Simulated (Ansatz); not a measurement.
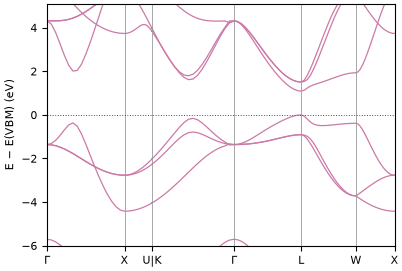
Band structure from the program Ansatz at the r²SCAN level (PAW)

**Question.** Read off the gap and where the band edges lie.

**Answer.** About 1.1 eV (1.09 eV by a search for the band edges); maximum at L, minimum at L.

The material is TePb (rock salt, Fm-3m).

The cell was relaxed with r²SCAN under the symmetry of its start. The volume moved by -30 % from the start of the relaxation. Scalar-relativistic: spin–orbit coupling is off unless named, which matters more the heavier the elements.

Potentials: the later of the program's two PAW sets.
